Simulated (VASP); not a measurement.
Band structure of PtSe₂ (1T layered). Computed with vdW-DF2, VASP's PBE PAW potentials (set 64) (plane waves; VASP).

Unless said otherwise, spin-orbit coupling is left out, though it shifts the bands of the heavy elements here.

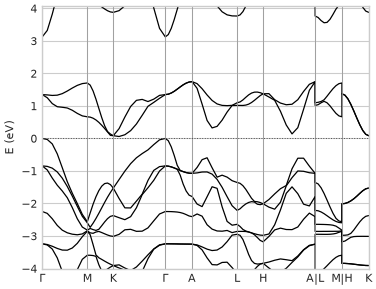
Figure. Bands along high-symmetry lines, zero at the valence-band maximum or, without a gap, the Fermi level

Task: Read the plot: is there a gap, and where are the band edges?

Result: The gap is indirect, 0.06 eV, from the valence maximum at Γ to the conduction minimum at K-Γ at 0.11. (Edges off the drawn lines would not show.)

The compound is PtSe2 in the 1T layered structure. It was relaxed first, which changed the volume by +20 %.
